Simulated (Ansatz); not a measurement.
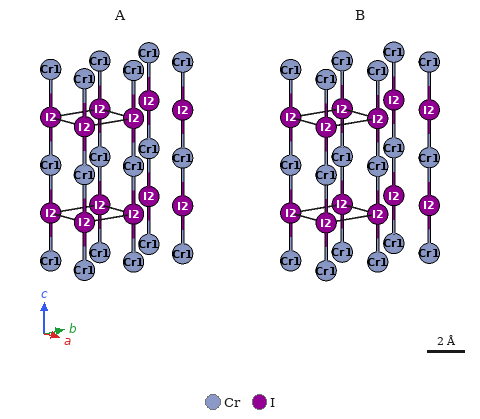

Two geometries of a crystal of CrI (a generated structure, set up in P6/mmm), drawn at one scale. One is the start of a relaxation, the other its converged end. The picture is a ball-and-stick view of the cell of the calculation, repeated 1 × 2 × 1 with one cell outlined, seen slightly off an axis.

Level of theory: Ansatz, DFT PBE, scalar-relativistic, plane waves, PAW. Settings: plane-wave cutoff 420 eV; k-point mesh 15 × 15 × 10; occupations gaussian; smearing width 0.1 eV; collinear spin; cell and atoms relaxed; force threshold 0.01 eV/Å; at most 80 steps.

### Which one is relaxed?

Structure B is the relaxed one. No atom moves by more than 0.005 Å relative to the cell. The volume changes by +10.2 %, with a = b 4.559 → 4.789 Å (+5.0 %), c 5.279 → 5.271 Å (−0.1 %). The space group stays P6/mmm (No. 191). Over 3 accepted moves (4 points after the start) the energy falls by 6.1 meV per cell of the calculation. All forces vanish by symmetry, so only the cell relaxes. Pressure: 0.08 GPa at the start and 0.04 GPa at the end. The SCF was repeated once at an unchanged geometry on a basis and grid sized afresh for the cell, which shifted the energy by 1.8 meV per cell of the calculation at most.
